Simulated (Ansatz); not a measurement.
## Electronic structure of FGaH3NS (SMILES [NH2][Ga]([F])[SH]) in real space

```xyz
7

N     1.1871    0.9822    0.2137
Ga    0.4242   -0.6293    0.4632
F     1.2539   -1.7178    1.5287
S    -1.4442   -1.3924   -0.4121
H     2.0359    1.2478    0.6571
H     0.8267    1.7006   -0.3680
H    -1.7215   -0.2922   -1.1060
```

Level of theory: Ansatz, RHF/def2-TZVP.

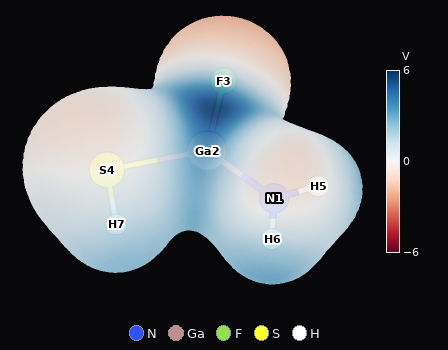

Figure 1. The molecular electrostatic potential painted on the density surface at 0.004 e/bohr³, seen at a tilt; the colour scale runs from red (negative) to blue (positive).

**Describe the electrostatic potential map.**

The most negative region (about −1.9 V) lies over F3, the most positive (about +5.4 V) over Ga2.

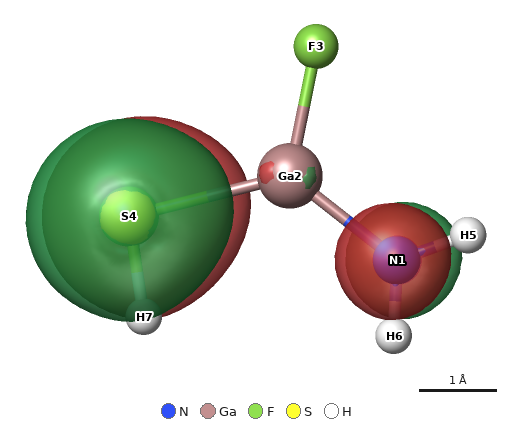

Figure 2. The HOMO at ±0.1 Å⁻³ᐟ² (green and red are the two phases), seen across its widest extent.

**Describe this orbital and give its energy.**

It lies mainly on S4 (about 75 %), N1 (about 10 %) and Ga2 (about 10 %); it changes sign across the molecular plane (π type); π-antibonding (a node) across N1–Ga2. Its energy is −10.62 eV.

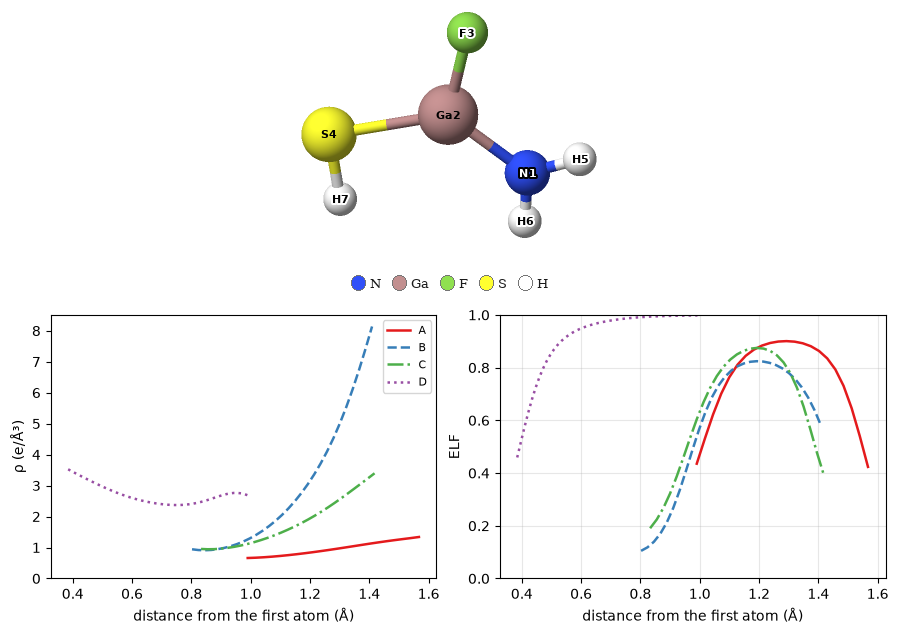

Figure 3. Total electron density and ELF along straight lines between neighbouring atoms. The curves leave out the atomic cores. The structure is drawn too.

**Which curve belongs to which contact (Ga–F, Ga–N, Ga–S and N–H)? The first atom named is at distance zero.**

Curve A: Ga–S (2.20 Å): ρ is about 0.73 e/Å³ halfway; the ELF peaks at about 0.90 in the valence shell of S, 0.9 Å from its nucleus, and is about 0.75 at the midpoint. Curve B: Ga–F (1.73 Å): the density is about 0.92 e/Å³ at the midpoint; the ELF peaks at about 0.80 in the valence shell of F, 0.5 Å from its nucleus, and is about 0.15 at the midpoint. Curve C: Ga–N (1.80 Å): the density is about 0.96 e/Å³ at the midpoint; the ELF peaks at about 0.85 in the valence shell of N, 0.6 Å from its nucleus, and is about 0.30 at the midpoint. Curve D: N–H (0.99 Å): ρ is about 3 e/Å³ halfway; the ELF climbs to about 1 towards the hydrogen, as it does in any bond to H: a covalent bond by its length.

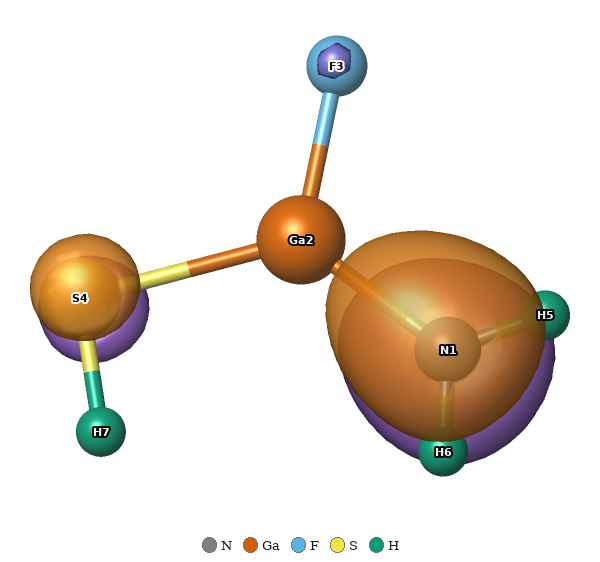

Figure 4. The HOMO−1 at ±0.15 Å⁻³ᐟ² (orange and purple are the two phases), seen at a tilt.

**Describe this orbital and give its energy.**

Its weight (Hirshfeld) is mainly on N1 (about 65 %), Ga2 (about 15 %) and S4 (about 10 %); it changes sign across the molecular plane (π type); π-bonding across Ga2–S4. Its energy is −11.59 eV.
